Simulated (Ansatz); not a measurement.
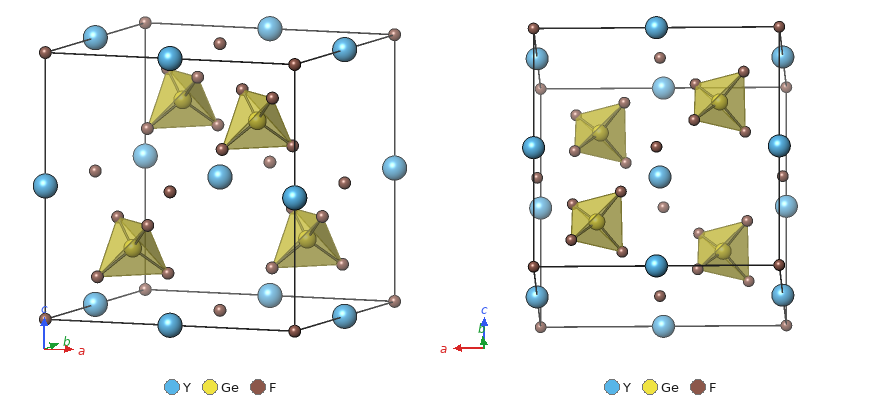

Polyhedra are drawn about Ge (bonds: F–Ge below 1.9 Å); other atoms are plain spheres. Two views of the same piece.

YGeF5 (space group F-43m, No. 216): the geometry relaxed with DFT PBE, scalar-relativistic, plane waves, PAW in Ansatz; the starting structure was generated, so it need not be a known form of this composition.

Question: What figure surrounds each Ge atom, and how are these polyhedra linked?

Answer: Ge: GeF4 tetrahedron. The tetrahedra are isolated from each other.
